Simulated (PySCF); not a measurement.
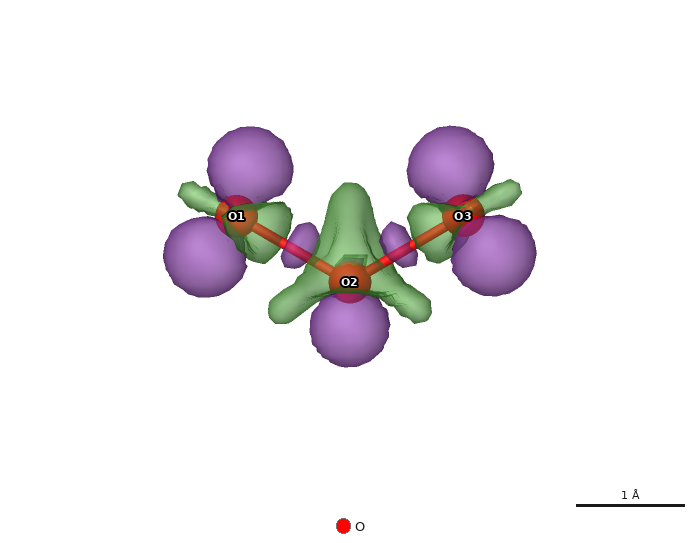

Figure 1: O3, SMILES `O=[O+][O-]`. Deformation density (molecule less spherical, spin-averaged free atoms at the same positions), surfaces at ±0.12 e/Å³; purple: gain, green: loss.

Level of theory: PBE0/def2-TZVP (PySCF), at a geometry from GFN2-xTB. No frequency check shows the geometry to be a minimum.

Input

```python
import numpy as np
from pyscf import gto, scf, dft
from pyscf.scf import atom_ks, atom_hf
from scipy.linalg import block_diag

def solve(mol, dm0=None, hcore=None):
    mf = (dft.UKS if mol.spin else dft.RKS)(mol, xc='pbe0')
    mf.grids.level = 3
    mf = mf.density_fit(auxbasis='def2-universal-jkfit')
    mf.conv_tol, mf.max_cycle = 1e-8, 80
    if hcore is not None:
        mf.get_hcore = lambda *args: hcore
    mf.kernel(dm0)
    if not mf.converged:
        mf = mf.newton().run(mf.mo_coeff, mf.mo_occ, max_cycle=30)
    assert mf.converged, 'SCF not converged'
    return mf

mol = gto.M(atom='''
O      1.07254    -0.20490     0.00000
O      0.00001     0.40980     0.00000
O     -1.07255    -0.20490     0.00000
''', basis='def2-tzvp', charge=0, spin=0, verbose=4)
mf = solve(mol)
mf.analyze()
# spherically averaged free atoms, for the promolecule
atm = atom_ks.get_atm_nrks(mol, xc='pbe0')
pro = block_diag(*[(atm[a[0]][2] * atm[a[0]][3]) @ atm[a[0]][2].T for a in mol._atom])
np.savez('result.npz', e=mf.e_tot, c=mf.mo_coeff, occ=mf.mo_occ, eps=mf.mo_energy, pro=pro, dip=mf.dip_moment(verbose=0), s2=mf.spin_square()[0])
```

Run with:

```sh
OMP_NUM_THREADS=1 python input.py
```

The run took 1.8 s on 1 thread of AMD EPYC 9R45 96-Core Processor (Zen 5), on a shared host, peak memory 0.27 GiB.

Partitions, critical points and surface values were worked out afterwards from this run's density.

Question: How much density has each bond gained at its critical point, relative to the free atoms?

Answer: O1–O2 and O2–O3: +0.25 e/Å³ at the bond critical point (bond length 1.24 Å, Mayer order 1.4). In all, 0.8 electrons gather in the regions of gain relative to the promolecule.

Question: Where do the Hirshfeld charges lie?

Answer: The highest Hirshfeld charge is on O2 (+0.21 e), the lowest on O1 and O3 (−0.10 e).

```csv
atom,charge (e)
O1,−0.10
O2,+0.21
O3,−0.10
```
